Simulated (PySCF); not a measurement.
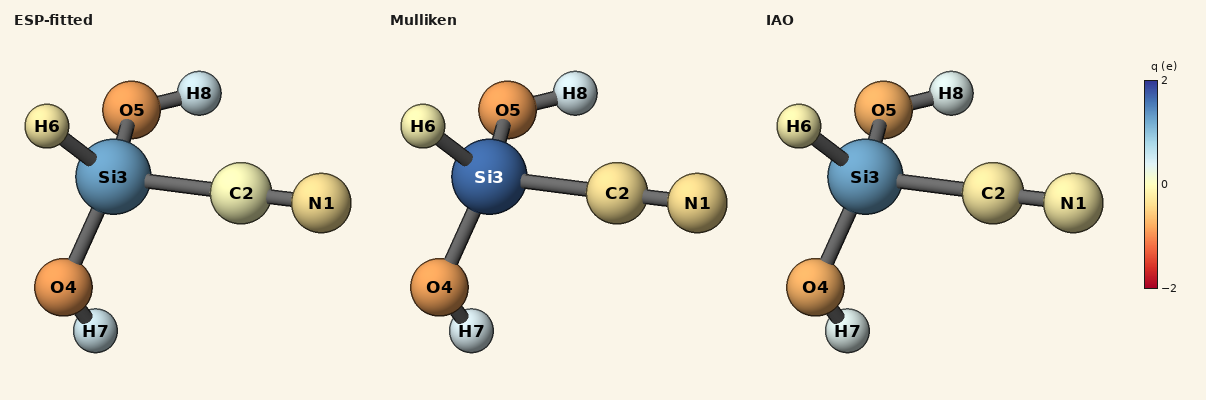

Atomic charges of one calculation by 3 schemes, on one colour scale. The computed structure is the end point of a PBE0-D3(BJ)/def2-SVP optimisation. No frequency run is at hand to confirm it as a minimum. Level of theory: PBE0/pcSseg-0 (PySCF 2.14.0).

On which atom do the schemes disagree most?

Answer. On Si3 (from 1.22 to 1.62 e).

List the charges (e), one line for each set of equivalent atoms.

```
atom  ESP-fitted  Mulliken    IAO
  N1       −0.34     −0.37  −0.17
  C2        0.00     −0.32  −0.21
 Si3        1.23      1.62   1.22
  O4       −0.85     −0.82  −0.72
  O5       −0.83     −0.84  −0.73
  H6       −0.18     −0.08  −0.10
  H7        0.50      0.41   0.35
  H8        0.47      0.41   0.36
```
